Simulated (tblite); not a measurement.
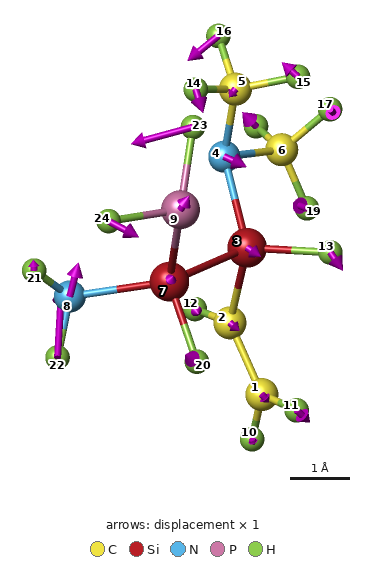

A relaxation of C4H15N2PSi2. The starting structure is drawn; purple arrows show the displacements, at their true length. The two geometries are superimposed by the best rigid fit.

The picture is a ball-and-stick view, seen from a free direction.

Computed with GFN2-xTB geometry optimisation, gas phase in tblite 0.8.0. 

Q: Which element moves most?

A: Hydrogen: up to 1.38 Å, against 0.61 Å for nitrogen.

Q: Describe the change and its energy.

A: The largest move after the best rigid fit is that of an H atom, 1.38 Å. Largest moves by element: H 1.38 Å, N 0.61 Å, P 0.31 Å, Si 0.30 Å, C 0.22 Å. Among the contacts that change: H–P 1.482 → 1.380 Å, Si–Si 2.215 → 2.313 Å, P–Si 2.179 → 2.262 Å, N–Si 1.793 → 1.729 Å. Bond angles that change, for instance: Si–P–H 115.8° → 95.4°, H–P–H 109.7° → 91.8°, Si–N–C 104.2° → 121.3°. The energy falls by 37.2 kcal/mol in 151 geometry steps. Cost: 3.5 s on 1 thread of Arm Neoverse N1, on a shared host.
